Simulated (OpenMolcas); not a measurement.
Run report: Ni²⁺ complex, multiconfigurational calculation

- system: Ni²⁺ with 6 ligands (F; tetragonal octahedron, 2 Å), neutralised by 6 outer point charges of +0.67 e, whose field is part of the energies.
- method: state-averaged SS-CASPT2, IPEA shift 0.25, imaginary shift 0.1 hartree, closed shells 3s 3p of the metal and the valence shells of the ligands correlated, active space 8 electrons in the shell 3d, basis ANO-RCC-VDZP on the metal and ANO-RCC-VDZP on the ligands, DKH2 scalar Hamiltonian, spin-orbit coupling by RASSI with atomic mean-field integrals (OpenMolcas)

### Results in brief

| quantity | value |
| --- | --- |
| outcome | converged |
| energy of the lowest spin-free term | −2119.54675 hartree |
| energy of the lowest spin-orbit level | −2119.54758 hartree |
| CASPT2 correlation energy | −1.8067 hartree |
| largest spread among components of a term | 0.0 cm⁻¹ |
| lowest reference weight | 0.698 |
| hardware | 1 thread of Arm Neoverse V1, 24 GiB of memory available, shared host |
| wall time | 44 s |
| peak memory | 0.18 GiB |

### Remarks

Limits: with a single d shell and no ligand orbitals active, the ligand field and the g values of a late 3d ion can be well off; distances are set from ionic radii, not optimised.

### Input file
```
&GATEWAY
Coord
7

Ni 0.0 0.0 0.0
F 2.000000 0.000000 0.000000
F 0.000000 2.000000 0.000000
F -2.000000 0.000000 0.000000
F 0.000000 -2.000000 0.000000
F 0.000000 0.000000 2.240000
F 0.000000 0.000000 -2.240000
Basis=Ni.ANO-RCC-VDZP,F.ANO-RCC-VDZP
Group=XYZ
NoMove
AngMom=0.0 0.0 0.0
AMFI
RICD
XField
3 Angstrom 0
4.600000 0.000000 0.000000 0.666667
0.000000 4.600000 0.000000 0.666667
0.000000 0.000000 4.840000 0.666667
&SEWARD
&RASSCF
FileOrb=start.orb
Symmetry=1
Spin=3
nActEl=8 0 0
Inactive=18 21
Ras2=5 0
CIRoot=10 10 1
SDav=10
CIMx=300
Iter=150 100
PrWF=0.3
OrbListing=Nothing
MaxOrb=0
LevShft=1.0
>>> COPY $Project.JobIph JOB001
&RASSCF
FileOrb=start.orb
Symmetry=1
Spin=1
nActEl=8 0 0
Inactive=18 21
Ras2=5 0
CIRoot=15 15 1
SDav=15
CIMx=300
Iter=150 100
PrWF=0.3
OrbListing=Nothing
MaxOrb=0
LevShft=1.0
>>> COPY $Project.JobIph JOB002
&RASSI
NrOfJobIphs=2 10 15
1 2 3 4 5 6 7 8 9 10
1 2 3 4 5 6 7 8 9 10 11 12 13 14 15
IphNames
JOB001
JOB002
EJob
SpinOrbit
DIPRint=1.0
SOCoupling=1000.0
Subsets=2
Property=9
'ANGMOM' 1 'ANGMOM' 2 'ANGMOM' 3 'MLTPL  1' 1 'MLTPL  1' 2 'MLTPL  1' 3
'AMFI' 1 'AMFI' 2 'AMFI' 3
SOProperty=3
'ANGMOM' 1 'ANGMOM' 2 'ANGMOM' 3
>>> COPY JOB001 $Project.JobIph
&CASPT2
Multistate=10 1 2 3 4 5 6 7 8 9 10
NoMult
Frozen=5 6
IPEA=0.25
Imaginary=0.1
MaxIter=60
WThr=0.0 0.3 0.05
PrWF=0.5
NoMix
>>> COPY JOB002 $Project.JobIph
&CASPT2
Multistate=15 1 2 3 4 5 6 7 8 9 10 11 12 13 14 15
NoMult
Frozen=5 6
IPEA=0.25
Imaginary=0.1
MaxIter=60
WThr=0.0 0.3 0.05
PrWF=0.5
NoMix
```

The file start.orb holds starting orbitals from an earlier step. A driver script formed the levels outside the program, from RASSI's spin-orbit matrix and the CASPT2 energies (for multi-state variants, the effective Hamiltonian), averaged over the components of each term or state. The log and the time are those of the CASPT2 step.

Launched with:
```bash
OMP_NUM_THREADS=1 MOLCAS_MEM=2457 MOLCAS_PROJECT=a pymolcas a.inp > a.log  # once for each step of the input, in one work folder
```

### Log (extracts)
```
--- CASPT2 ---
Orbital specifications:
      -----------------------

      Symmetry species                           1   2
                                                ag  au
      Frozen orbitals                            5   6
      Inactive orbitals                         13  15
      Active orbitals                            5   0
      Secondary orbitals                        34  40
      Deleted orbitals                           0   0
      Number of basis functions                 57  61
Type of calculation                        SS-CASPT2
      Fock operator                              state-specific
      IPEA shift                                 0.25
      Real shift                                 0.00
      Imaginary shift                            0.10
      The input orbitals will be transformed to quasi-canonical
Reference energy:       -2117.7400002275
      E2 (Non-variational):      -1.8055517615
      Shift correction:          -0.0011955563
      E2 (Variational):          -1.8067473178
      Total energy:           -2119.5467475453
      Residual norm:              0.0000004648
      Reference weight:           0.70747
      Contributions to the CASPT2 correlation energy
      Active & Virtual Only:         -0.2299345526
      One Inactive Excited:          -0.2230564580
      Two Inactive Excited:          -1.3525607509
Reference energy:       -2117.7215729129
      E2 (Non-variational):      -1.8012611524
      Shift correction:          -0.0011893130
      E2 (Variational):          -1.8024504654
      Total energy:           -2119.5240233783
      Residual norm:              0.0000008191
      Reference weight:           0.70824
      Contributions to the CASPT2 correlation energy
      Active & Virtual Only:         -0.2283753626
      One Inactive Excited:          -0.2228968943
      Two Inactive Excited:          -1.3499888955
::    CASPT2 Root  1     Total energy:  -2119.54674755
::    CASPT2 Root  2     Total energy:  -2119.52402338
::    CASPT2 Root  3     Total energy:  -2119.52402337
::    CASPT2 Root  4     Total energy:  -2119.51103534
::    CASPT2 Root  5     Total energy:  -2119.50557890
::    CASPT2 Root  6     Total energy:  -2119.49954705
::    CASPT2 Root  7     Total energy:  -2119.49954706
::    CASPT2 Root  8     Total energy:  -2119.44748422
::    CASPT2 Root  9     Total energy:  -2119.43533481
::    CASPT2 Root 10     Total energy:  -2119.43533482
--- CASPT2 ---
Orbital specifications:
      -----------------------

      Symmetry species                           1   2
                                                ag  au
      Frozen orbitals                            5   6
      Inactive orbitals                         13  15
      Active orbitals                            5   0
      Secondary orbitals                        34  40
      Deleted orbitals                           0   0
      Number of basis functions                 57  61
Type of calculation                        SS-CASPT2
      Fock operator                              state-specific
      IPEA shift                                 0.25
      Real shift                                 0.00
      Imaginary shift                            0.10
      The input orbitals will be transformed to quasi-canonical
Reference energy:       -2117.6611253226
      E2 (Non-variational):      -1.8228221721
      Shift correction:          -0.0012235416
      E2 (Variational):          -1.8240457137
      Total energy:           -2119.4851710363
      Residual norm:              0.0000005155
      Reference weight:           0.70473
      Contributions to the CASPT2 correlation energy
      Active & Virtual Only:         -0.2348036663
      One Inactive Excited:          -0.2284843582
      Two Inactive Excited:          -1.3595341476
Reference energy:       -2117.6564824891
      E2 (Non-variational):      -1.8220996274
      Shift correction:          -0.0012205907
      E2 (Variational):          -1.8233202181
      Total energy:           -2119.4798027072
      Residual norm:              0.0000009075
      Reference weight:           0.70498
      Contributions to the CASPT2 correlation energy
      Active & Virtual Only:         -0.2342664151
      One Inactive Excited:          -0.2291445257
      Two Inactive Excited:          -1.3586886866
::    CASPT2 Root  1     Total energy:  -2119.48517104
::    CASPT2 Root  2     Total energy:  -2119.47980271
::    CASPT2 Root  3     Total energy:  -2119.46159940
::    CASPT2 Root  4     Total energy:  -2119.46159948
::    CASPT2 Root  5     Total energy:  -2119.44973185
::    CASPT2 Root  6     Total energy:  -2119.43215366
::    CASPT2 Root  7     Total energy:  -2119.42856595
::    CASPT2 Root  8     Total energy:  -2119.41404007
::    CASPT2 Root  9     Total energy:  -2119.41404007
::    CASPT2 Root 10     Total energy:  -2119.40665986
::    CASPT2 Root 11     Total energy:  -2119.39890849
::    CASPT2 Root 12     Total energy:  -2119.40279254
::    CASPT2 Root 13     Total energy:  -2119.40279254
::    CASPT2 Root 14     Total energy:  -2119.39615565
::    CASPT2 Root 15     Total energy:  -2119.28319908
```

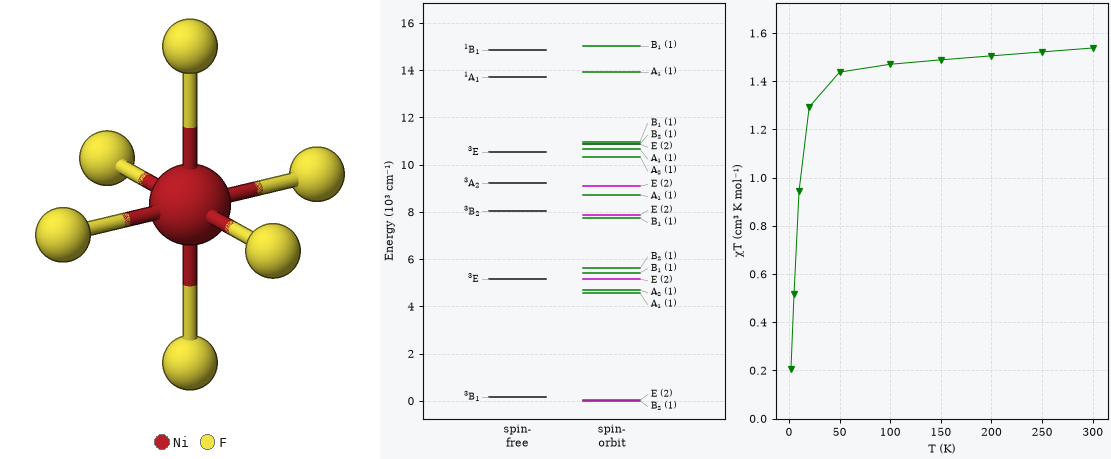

Ni²⁺ (3d⁸) with 6 ligands, F⁻, at 2 Å (arrangement: tetragonal octahedron, D4h), axial distortion 1.12, neutralised by outer point charges of +0.67 e, and its levels and susceptibility. Labels give the representation in O, Td, D4 or D3 as the site allows (double group for half-integer spin) where it could be assigned and, in brackets, the degeneracy; spin-free states, where drawn, share the zero of the spin-orbit levels. Powder susceptibility by Van Vleck's formula. The ground level is B₂, non-degenerate, 100 % from states of spin multiplicity 3. The next level lies at 20 cm⁻¹ (E). The lowest spin-free state is ³B₁, from the free-ion F term; of the same spin there follow at 4,990 cm⁻¹ (³E), 7,840 cm⁻¹ (³B₂) and 9,040 cm⁻¹ (³A₂) above it. χT is 0.206 cm³ K mol⁻¹ at 2 K and 1.54 at 300 K, an effective moment of 3.51 μB.
